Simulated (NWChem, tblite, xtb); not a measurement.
**C2H7ClSi2 (SMILES C=C[SiH2][SiH2]Cl): methods side by side**

C2H7ClSi2 has 12 atoms, charge 0, and is taken as a singlet. As SMILES, `C=C[SiH2][SiH2]Cl`. Geometry: relaxed at PBE0-D4/def2-TZVP. This is one conformer, not always the lowest.

```xyz
12

C    -0.5093    1.9319    1.1460
C    -0.5504    0.6023    1.1423
Si    0.7874   -0.4525    0.4008
Si    0.0085   -1.4565   -1.5674
Cl   -0.5116    0.0365   -2.8977
H     0.3341    2.4801    0.7361
H    -1.3154    2.5323    1.5583
H    -1.4261    0.1115    1.5641
H     1.2022   -1.5366    1.3364
H     1.9664    0.3933    0.0714
H    -1.2041   -2.2817   -1.3276
H     1.0361   -2.3058   -2.2235
```

Each level gives the dipole moment (D). The values are calculated.

```csv
level,kind,program,value (D),CPU time
GFN2-xTB,semi-empirical,tblite,1.70,under 2 s
IPEA1-xTB,semi-empirical,tblite,1.95,under 2 s
GFN0-xTB,semi-empirical,xtb,1.06,under 2 s
GFN1-xTB,semi-empirical,xtb,1.28,under 2 s
HF/3-21G,Hartree–Fock,NWChem,2.81,5.1 s
HF/def2-SVP,Hartree–Fock,NWChem,1.67,18 s
SVWN5/6-31G* (spherical functions),LDA,NWChem,1.78,24 s
B3LYP/6-31G* (spherical functions),global hybrid,NWChem,1.84,30 s
B3LYP/6-31G* (Cartesian functions),global hybrid,NWChem,1.84,31 s
PBE0/def2-SVP,global hybrid,NWChem,1.48,28 s
```

The values span 1.06 to 2.81 D. Magnitudes only. Sets without polarisation functions give poor dipoles. Without the sets that lack polarisation functions the rows with a basis span only 1.48 to 1.84 D. CPU times are rough (shared hosts, several kinds of processor and program).

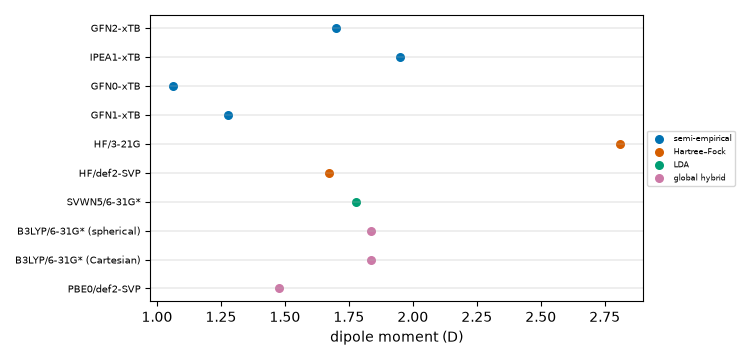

The values of the table, level by level.
